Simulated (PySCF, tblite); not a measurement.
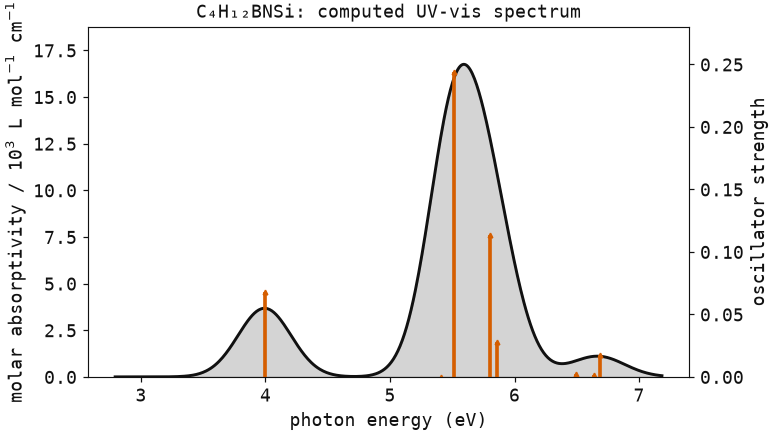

Computed absorption of C₄H₁₂BNSi, SMILES B/C=C/[C@@H](C)N[SiH3]. Vertical TDDFT excitations, B3LYP/def2-SVPD in PySCF 2.14.0, at a GFN2-xTB geometry (a minimum by its frequencies), gas phase. Only the first 8 singlet excitations are included; each is broadened by a Gaussian of 1/e half-width 0.30 eV. Sticks give oscillator strengths (right axis).

Where is the maximum of the broadened curve, and how high is it?

At about 5.6 eV (222 nm), with ε near 17000 L mol⁻¹ cm⁻¹.

List the transitions behind the spectrum.

```csv
state,E (eV),λ (nm),f,main character
S1,3.99,311,0.068,HOMO → LUMO (96 %)
S2,5.41,229,0.000,HOMO−2 → LUMO (98 %)
S3,5.51,225,0.244,HOMO−1 → LUMO (58 %)
S4,5.80,214,0.113,HOMO−3 → LUMO (55 %)
S5,5.86,212,0.028,HOMO → LUMO+1 (90 %)
S6,6.49,191,0.002,HOMO → LUMO+2 (73 %)
S7,6.64,187,0.001,HOMO−4 → LUMO (59 %)
S8,6.68,185,0.018,HOMO → LUMO+3 (62 %)
```

Known limits of this run: the tight-binding geometry is rougher than a DFT one and adds to the error; one conformer of a flexible molecule; core orbitals are frozen in the response.
